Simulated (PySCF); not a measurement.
**C₇H₁₀Si: electronic excitations**

Wanted: the electronic excitations of C₇H₁₀Si (`C=C(C)C1=CC=C[SiH2]1`), by calculation.

Computed with PySCF 2.14.0, with density-fitted response routines of our own, on a single molecule in the gas phase. Atoms are numbered from 0 throughout.

## (1) The molecule as given

18 atoms, charge 0, multiplicity 1; geometry from: GFN2-xTB.

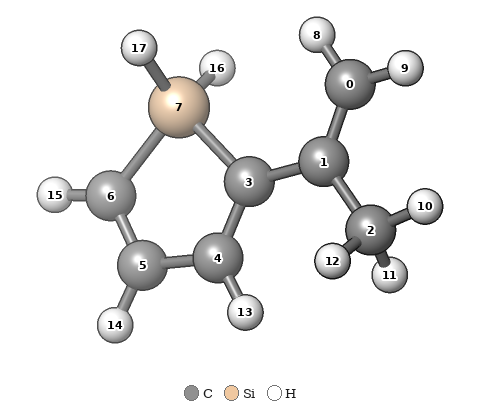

The starting geometry (carbon grey, silicon light orange, hydrogen white), atoms numbered.

## (2) Ultraviolet spectrum: CAM-B3LYP/def2-SVPD

Job settings and geometry (Å):

```
{"job": {"kind": "uv", "xc": "CAM-B3LYP", "basis": "def2-SVPD", "nstates": 8, "ntriplets": 3}, "charge": 0, "multiplicity": 1}
C     -1.928832     0.208666     1.028987
C     -1.336782    -0.050357    -0.138811
C     -2.150228    -0.416917    -1.348525
C      0.103017     0.012921    -0.271573
C      0.789464    -0.233890    -1.410414
C      2.231106    -0.116547    -1.341083
C      2.749585     0.229311    -0.154236
Si     1.355007     0.448330     1.090391
H     -1.357317     0.471940     1.902772
H     -2.998409     0.166633     1.148359
H     -3.210420    -0.426377    -1.109044
H     -1.866502    -1.404081    -1.711176
H     -1.980999     0.300636    -2.150244
H      0.331143    -0.508154    -2.350086
H      2.822368    -0.306539    -2.227346
H      3.809144     0.343357     0.001013
H      1.399875    -0.532100     2.176949
H      1.230022     1.819486     1.587648
```

Method: TDDFT CAM-B3LYP/def2-SVPD, vertical, gas phase, core orbitals frozen in the response.

Launch:

```
$ OMP_NUM_THREADS=1 python probes_run.py task.json out
```

The driver reads the jobs from task.json and runs them one after another.

The log of the run:

```text
coarse grid: 15432 points
cycle   1  E = -561.6248795259  dE =  1.236e+00  |g| = 3.683e-01  |ddm| = 1.100e+01
cycle   2  E = -561.6457245853  dE = -2.085e-02  |g| = 2.826e-01  |ddm| = 2.124e+00
cycle   3  E = -561.6670004541  dE = -2.128e-02  |g| = 4.717e-02  |ddm| = 8.881e-01
cycle   4  E = -561.6674015926  dE = -4.011e-04  |g| = 3.364e-02  |ddm| = 1.978e-01
cycle   5  E = -561.6676930368  dE = -2.914e-04  |g| = 3.816e-03  |ddm| = 8.807e-02
cycle   6  E = -561.6676980723  dE = -5.035e-06  |g| = 1.674e-03  |ddm| = 1.645e-02
final grid: 144104 points
cycle   7  E = -561.7639224376  dE = -3.993e-05  |g| = 3.970e-03  |ddm| = 1.821e-01
cycle   8  E = -561.7639226557  dE = -2.182e-07  |g| = 4.004e-03  |ddm| = 3.182e-02
cycle   9  E = -561.7639269795  dE = -4.324e-06  |g| = 6.135e-04  |ddm| = 1.118e-02
cycle  10  E = -561.7639270757  dE = -9.626e-08  |g| = 2.023e-04  |ddm| = 2.022e-03
cycle  11  E = -561.7639270885  dE = -1.279e-08  |g| = 4.973e-05  |ddm| = 8.418e-04
cycle  12  E = -561.7639270893  dE = -7.750e-10  |g| = 1.765e-05  |ddm| = 1.739e-04
converged SCF energy = -561.7639270893

Static polarisability (au): isotropic 109.781, principal 71.563 115.696 142.083

Singlet excitations
state   eV       nm        f      main configurations
  1   3.8598    321.2   0.19065   H->L 0.95
  2   5.3678    231.0   0.00015   H-2->L 0.97
  3   5.9064    209.9   0.00253   H->L+1 0.69, H->L+2 0.19
  4   5.9431    208.6   0.00002   H->L+2 0.60, H->L+1 0.19, H->L+5 0.09
  5   5.9902    207.0   0.02738   H-1->L 0.83, H->L+3 0.13
  6   6.0818    203.9   0.00294   H-3->L 0.85, H->L+2 0.08
  7   6.2748    197.6   0.25077   H->L+3 0.78, H-1->L 0.12
  8   6.6475    186.5   0.00004   H->L+5 0.54, H->L+4 0.21, H->L+6 0.08

Triplet excitations (Tamm-Dancoff, eV): 2.1751 3.9379 5.0165
```

Run time: 3.2 min. Hardware: 1 thread of Intel Xeon at 2.50GHz, shared host; peak memory 1.1 GiB.

The orbitals next to the gap, with their largest atomic shares:

| orbital | eV | atoms |
| --- | --- | --- |
| HOMO−3 | -10.38 | Si7 22 %, C6 20 %, C5 13 % |
| HOMO−2 | -9.87 | C3 27 %, Si7 21 %, C6 16 % |
| HOMO−1 | -9.46 | C1 22 %, C0 19 %, C5 13 % |
| HOMO | -7.29 | C6 18 %, C0 17 %, C4 16 % |
| LUMO | -0.70 | C4 18 %, C6 15 %, C3 14 % |
| LUMO+1 | 1.26 | Si7 26 %, C2 8 %, C5 8 % |
| LUMO+2 | 1.47 | Si7 26 %, C0 12 %, H17 9 % |

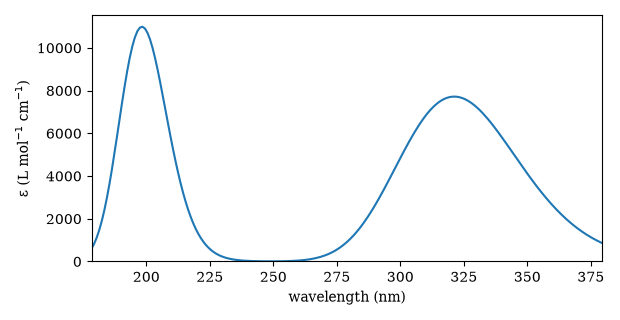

Absorption spectrum: each of the 8 states is a Gaussian band of 0.4 eV half-width at 1/e. Beyond the last state computed it falls off for lack of states.

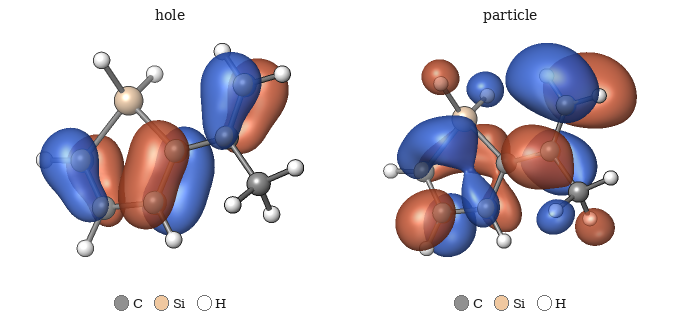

Leading natural transition orbitals of singlet state 7: the electron leaves the hole (left) for the particle orbital (right).

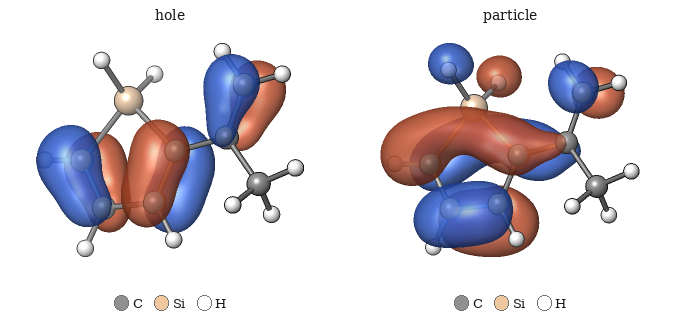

Leading natural transition orbitals of singlet state 1: the electron leaves the hole (left) for the particle orbital (right).

Further results of this job:

| property | computed |
| --- | --- |
| dipole moment (D) | 0.58 |
| polarisability (Å³) | 16.27 |
| HOMO–LUMO gap (eV) | 6.60 |
| −ε(HOMO) (eV) | 7.29 |

The fields below are evaluated on a grid from the run's orbitals.

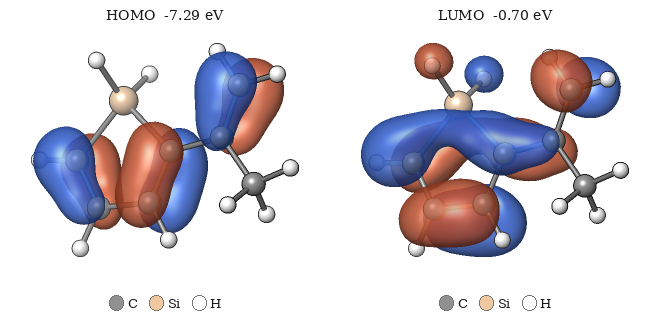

Frontier orbitals at CAM-B3LYP/def2-SVPD; each surface holds 70 % of the orbital's density, blue and red mark the sign.

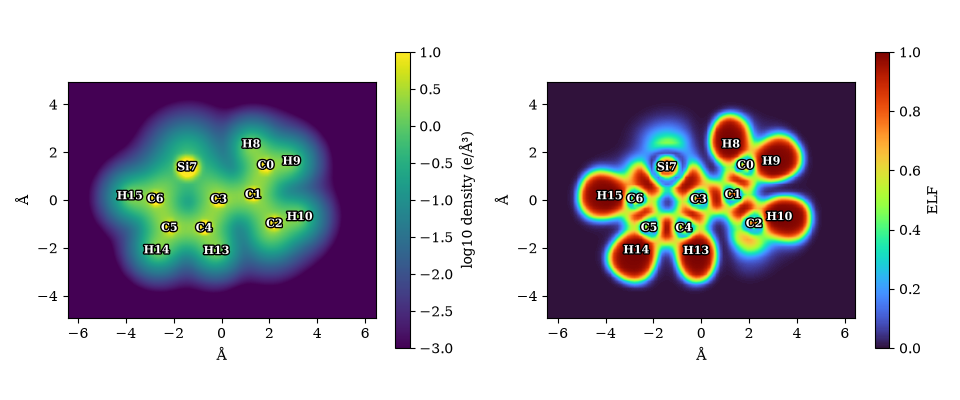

Density (left) and ELF (right) in a plane through or near 14 of the atoms.

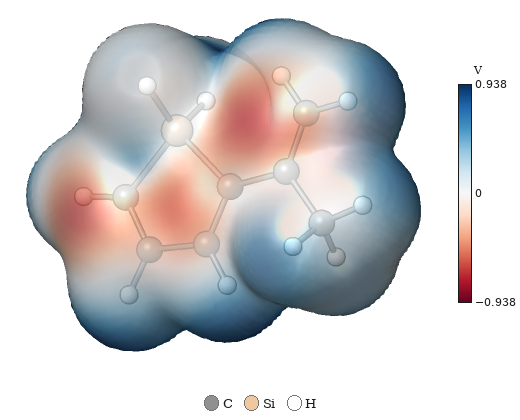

Electrostatic potential on the surface of density 0.002 e/bohr³; red is low, blue high. It runs from -0.60 V near C0 to 0.94 V near H17.

## (3) Outcome

```
                                quantity                        value
    lowest singlet (CAM-B3LYP/def2-SVPD)  3.86 eV (321 nm), f = 0.191
brightest single state of those computed  state 7, 6.27 eV, f = 0.251
                          lowest triplet                      2.18 eV
   surface potential, least and greatest           -0.60 V and 0.94 V
```

The lowest singlet, at 3.86 eV, is HOMO→LUMO 0.95 and is bright; of the 8 states computed, the strongest absorption comes from state 7 at 6.27 eV. The lowest triplet lies 1.68 eV below the lowest singlet (triplets in Tamm-Dancoff, singlets in full TDDFT). At CAM-B3LYP/def2-SVPD, counted by nearest atom on the grid, the HOMO lies on 4 C atoms about 18 % each; C1, C5 about 7 % each, the LUMO on C3, C4, C6 about 16 % each; C0, C5 about 10 % each.
